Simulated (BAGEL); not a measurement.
**CH3ClGeO (SMILES C[O][Ge][Cl]): RI-MP2/6-31G(d) (density fitting with qzvpp-jkfit, spherical functions)**

Aim: the energy change on altering one bond length of CH3ClGeO at RI-MP2/6-31G* (density fitting with qzvpp-jkfit, spherical functions), from 2 runs. 

The results are computed with BAGEL 1.2.2.

7 further runs of the same task are left out: 4 that didn't finish, 3 set aside as unsound or not needed. Runs told in other sessions of the task aren't counted.

### 1 The structure to begin with

CH3ClGeO has 7 atoms, charge 0, and is taken as a singlet. As SMILES, `C[O][Ge][Cl]`. Geometry: relaxed at PBE0-D4/def2-TZVP. This is one conformer, not always the lowest.

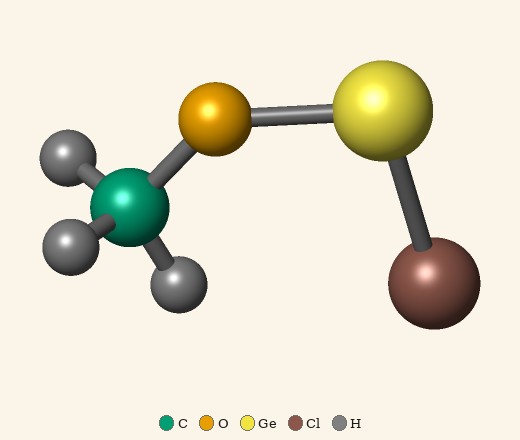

The structure, seen from a chosen angle (carbon teal, oxygen amber, germanium yellow, chlorine brown, hydrogen grey).

### 2 A single-point energy at RI-MP2/6-31G(d) (density fitting with qzvpp-jkfit, spherical functions)

Contents of input.json:

```json
{ "bagel": [

{
  "title": "molecule",
  "basis": "6-31gs.json",
  "df_basis": "qzvpp-jkfit",
  "angstrom": "true",
  "geometry": [
    { "atom": "C", "xyz": [    0.468700,    0.718500,    0.017500 ] },
    { "atom": "O", "xyz": [    0.565100,   -0.523300,    0.678800 ] },
    { "atom": "Ge", "xyz": [   -0.402500,   -1.994100,    0.600000 ] },
    { "atom": "Cl", "xyz": [   -1.938300,   -1.427200,   -0.891800 ] },
    { "atom": "H", "xyz": [    0.355300,    1.510300,    0.762500 ] },
    { "atom": "H", "xyz": [   -0.378700,    0.750900,   -0.671800 ] },
    { "atom": "H", "xyz": [    1.391600,    0.896800,   -0.540700 ] }
  ]
},
{
  "title": "hf"
},
{
  "title": "mp2",
  "ncore": 16
}

]}
```

The basis set 6-31G* is read from a file made from the Basis Set Exchange's data (not shown).

Started as:

```console
BAGEL_NUM_THREADS=1 BAGEL input.json > input.out
```

The program printed:

```text
* using 1 threads per process

  ===============================================================
  ===============================================================

  *** Geometry ***

  { "atom" : "C", "xyz" : [      0.885715,      1.357768,      0.033070 ] },
  { "atom" : "O", "xyz" : [      1.067884,     -0.988894,      1.282746 ] },
  { "atom" : "Ge", "xyz" : [     -0.760615,     -3.768303,      1.133836 ] },
  { "atom" : "Cl", "xyz" : [     -3.662856,     -2.697017,     -1.685258 ] },
  { "atom" : "H", "xyz" : [      0.671420,      2.854053,      1.440916 ] },
  { "atom" : "H", "xyz" : [     -0.715639,      1.418995,     -1.269518 ] },
  { "atom" : "H", "xyz" : [      2.629743,      1.694706,     -1.021775 ] },

  Number of auxiliary basis functions:      600

  Since a DF basis is specified, we compute 2- and 3-index integrals:
    o Being stored without compression. Storage requirement is 0.034 GB

  Number of basis functions:       84
  Number of electrons      :       66

    * METHOD: MOLECULE                             0.36

  *** RHF ***

  === Nuclear Repulsion ===
   337.7652627443

      * DIIS with orbital gradients will be used.

  === RHF iteration (6-31gs.json) ===
      0      -2648.89980877          0.01677314           0.12
      1      -2648.98762573          0.01439698           0.11
      2      -2649.08475645          0.00132249           0.11
      3      -2649.08661104          0.00039903           0.11
      4      -2649.08685224          0.00011375           0.11
      5      -2649.08688112          0.00003424           0.11
      6      -2649.08688389          0.00001273           0.11
      7      -2649.08688407          0.00000454           0.11
      8      -2649.08688410          0.00000206           0.11
      9      -2649.08688410          0.00000067           0.11
     10      -2649.08688411          0.00000020           0.11
     11      -2649.08688411          0.00000008           0.11
     12      -2649.08688411          0.00000004           0.11
     13      -2649.08688411          0.00000001           0.12
     14      -2649.08688411          0.00000001           0.12
    * SCF iteration converged.

    * Permanent dipole moment:
           (   -0.460296,    -0.124188,    -0.308949) a.u.

    * METHOD: HF                                   1.97

  *** RHF ***

  === Nuclear Repulsion ===
   337.7652627443

      * DIIS with orbital gradients will be used.

  === RHF iteration (6-31gs.json) ===
      0      -2649.08688411          0.00000000           0.11
    * SCF iteration converged.

    * Permanent dipole moment:
           (   -0.460296,    -0.124188,    -0.308949) a.u.

  === DF-MP2 calculation ===

    * freezing 16 orbitals
    * 3-index integral transformation done
    * assembly done

      MP2 correlation energy:   -0.6724233025      0.05

      MP2 total energy:       -2649.7593074082

    * METHOD: MP2                                  0.30

  ===============================================================
```

Run time: 2.8 s. Hardware: 1 thread of Arm Neoverse V2, shared host; peak memory 0.16 GiB.

### 3 The distorted shape, same level

Contents of mp2.json:

```json
{ "bagel": [

{
  "title": "molecule",
  "basis": "6-31gs.json",
  "df_basis": "qzvpp-jkfit",
  "angstrom": "true",
  "geometry": [
    { "atom": "C", "xyz": [    1.485565,    0.679621,    0.844648 ] },
    { "atom": "O", "xyz": [    1.581965,   -0.562179,    1.505948 ] },
    { "atom": "Ge", "xyz": [    0.614365,   -2.032979,    1.427148 ] },
    { "atom": "Cl", "xyz": [   -0.921435,   -1.466079,   -0.064652 ] },
    { "atom": "H", "xyz": [    1.372165,    1.471421,    1.589648 ] },
    { "atom": "H", "xyz": [   -0.378700,    0.750900,   -0.671800 ] },
    { "atom": "H", "xyz": [    2.408465,    0.857921,    0.286448 ] }
  ]
},
{
  "title": "hf",
  "charge": 0
},
{
  "title": "mp2",
  "charge": 0,
  "ncore": 16
}

]}
```

The basis set 6-31G* is read from a file made from the Basis Set Exchange's data (not shown).

Started as:

```console
BAGEL_NUM_THREADS=1 BAGEL mp2.json > mp2.out
```

The program printed:

```text
* using 1 threads per process

  ===============================================================
  ===============================================================

  *** Geometry ***

  { "atom" : "C", "xyz" : [      2.807311,      1.284298,      1.596153 ] },
  { "atom" : "O", "xyz" : [      2.989481,     -1.062364,      2.845829 ] },
  { "atom" : "Ge", "xyz" : [      1.160982,     -3.841774,      2.696919 ] },
  { "atom" : "Cl", "xyz" : [     -1.741260,     -2.770488,     -0.122175 ] },
  { "atom" : "H", "xyz" : [      2.593016,      2.780583,      3.003999 ] },
  { "atom" : "H", "xyz" : [     -0.715639,      1.418995,     -1.269518 ] },
  { "atom" : "H", "xyz" : [      4.551339,      1.621236,      0.541308 ] },

  Number of auxiliary basis functions:      600

  Since a DF basis is specified, we compute 2- and 3-index integrals:
    o Being stored without compression. Storage requirement is 0.034 GB

  Number of basis functions:       84
  Number of electrons      :       66

    * METHOD: MOLECULE                             0.37

  *** RHF ***

  === Nuclear Repulsion ===
   334.7671939982

      * DIIS with orbital gradients will be used.

  === RHF iteration (6-31gs.json) ===
      0      -2648.66875158          0.01679933           0.12
      1      -2648.72792455          0.01677778           0.12
      2      -2648.86284472          0.00155045           0.12
      3      -2648.86608476          0.00073336           0.11
      4      -2648.86679970          0.00023592           0.12
      5      -2648.86693083          0.00014890           0.12
      6      -2648.86696020          0.00005315           0.11
      7      -2648.86696798          0.00001200           0.11
      8      -2648.86696819          0.00000492           0.12
      9      -2648.86696821          0.00000225           0.11
     10      -2648.86696822          0.00000079           0.11
     11      -2648.86696822          0.00000030           0.11
     12      -2648.86696822          0.00000010           0.12
     13      -2648.86696822          0.00000004           0.11
     14      -2648.86696822          0.00000001           0.11
     15      -2648.86696822          0.00000001           0.11
    * SCF iteration converged.

    * Permanent dipole moment:
           (   -0.808614,     0.161996,    -0.720329) a.u.

    * METHOD: HF                                   2.10

  *** RHF ***

  === Nuclear Repulsion ===
   334.7671939982

      * DIIS with orbital gradients will be used.

  === RHF iteration (6-31gs.json) ===
      0      -2648.86696822          0.00000000           0.11
    * SCF iteration converged.

    * Permanent dipole moment:
           (   -0.808614,     0.161995,    -0.720329) a.u.

  === DF-MP2 calculation ===

    * freezing 16 orbitals
    * 3-index integral transformation done
    * assembly done

      MP2 correlation energy:   -0.7122925111      0.05

      MP2 total energy:       -2649.5792607321

    * METHOD: MP2                                  0.29

  ===============================================================
```

Wall time 2.9 s (1 thread of Arm Neoverse V2, shared host); peak memory 0.16 GiB.

### 4 Results

At RI-MP2/6-31G* (density fitting with qzvpp-jkfit, spherical functions), 16 core orbitals frozen:

```
                                                         quantity           value
                                        first shape: total energy  -2649.75931 Eh
        first shape: correlation energy (16 core orbitals frozen)      -672.4 mEh
                                    distorted shape: total energy  -2649.57926 Eh
    distorted shape: correlation energy (16 core orbitals frozen)      -712.3 mEh
energy change with the C1–H6 bond stretched from 1.093 to 2.404 Å        4.899 eV
```

In words: One bond (distorted shape) is far stretched, which a spin-restricted single reference describes badly; perturbation theory on it can break down and give far too much correlation. With the C1–H6 bond stretched from 1.093 to 2.404 Å the energy rises by 4.90 eV (473 kJ/mol). The first shape isn't relaxed at this level, so the change isn't measured from a minimum. A restricted reference can't describe the breaking bond well at this length.
